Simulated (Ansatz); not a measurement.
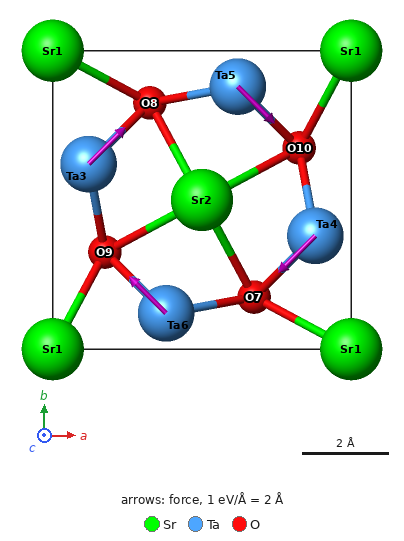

Starting geometry of a crystal of SrTa₂O₂ (a generated structure, set up in P4/mbm) (coarse preliminary run) with the computed forces as purple arrows. Style: ball-and-stick. Shown: the cell of the calculation, along the c axis.

Level of theory: DFT PBE, scalar-relativistic, plane waves, PAW in Ansatz.

Input file:
```yaml
crystal:
  lattice:
    - [6.97882659, 0.0, 0.0]
    - [0.0, 6.97882659, 0.0]
    - [0.0, 0.0, 3.47387669]
  atoms:
    - { symbol: Sr, position: [0.0, 0.0, 0.0] }
    - { symbol: Sr, position: [0.5, 0.5, 0.0] }
    - { symbol: Ta, position: [0.1201405, 0.6201405, 0.0] }
    - { symbol: Ta, position: [0.8798595, 0.3798595, 0.0] }
    - { symbol: Ta, position: [0.6201405, 0.8798595, 0.0] }
    - { symbol: Ta, position: [0.3798595, 0.1201405, 0.0] }
    - { symbol: O, position: [0.6746062, 0.1746062, 0.5] }
    - { symbol: O, position: [0.3253938, 0.8253938, 0.5] }
    - { symbol: O, position: [0.1746062, 0.3253938, 0.5] }
    - { symbol: O, position: [0.8253938, 0.6746062, 0.5] }
basis:
  ecutwfc: 420
kpoints:
  mp_grid: { grid: [4, 4, 6] }
hamiltonian:
  xc: pbe
scf:
  occupations: { method: gaussian, width: 0.1 }
  lower_state_search: "off"
output:
  forces: true
  stress: true
  eigenvalues: true
relax:
  adjacent_minimum: "off"
  f_tol: 0.04
  max_steps: 70
  cell: { stress_tol: 0.4 }
```

Run as
```bash
ansatz run input.yaml --threads 1 --pin off --max-ram 2560MiB --backend cpu --events-out ev --progress --plain --runs-dir out
```

Is this structure relaxed? If not, where do the atoms go?

Answer. It isn't relaxed: the largest force vector, on Ta atoms, is 0.62 eV/Å. The final displacements have little in common with the starting forces (cosine between the two patterns −0.04). The largest moves relative to the cell, 1.70 Å, are those of O7, O8, O9 and O10. O9 goes along [1 −1 0]. Largest moves by element: O 1.70 Å, Ta 0.09 Å. Sr stays in place. The volume changes by +43.8 %, with a = b 6.979 → 8.316 Å (+19.2 %), c 3.474 → 3.518 Å (+1.3 %). Among the contacts that change: Ta3–O10 2.719 → 4.353 Å, Ta3–O8 2.668 → 1.933 Å, Sr1–Ta3 2.780 → 3.354 Å, Sr1–O10 3.108 → 3.522 Å. Bonds break: Ta3–O10 (2.72 → 4.35 Å), Ta3–O9 (2.72 → 4.35 Å), Ta4–O10 (2.72 → 4.35 Å), Ta4–O9 (2.72 → 4.35 Å). Bond angles that change, for instance: O10–Ta5–O10 81.2° → 131.1°, Ta5–O10–Ta5 81.2° → 131.1°, Ta6–Ta5–O10 139.4° → 114.5°. The space group stays P4/mbm (No. 127). Over 17 accepted moves (19 points after the start) the energy falls by 1453 meV per atom. The largest force component goes from 0.44 to 0.017 eV/Å. Pressure: −0.97 GPa at the start and 0.16 GPa at the end. The SCF was repeated twice at an unchanged geometry on a basis and grid sized afresh for the cell, which shifted the energy by 52.2 meV per atom at most.
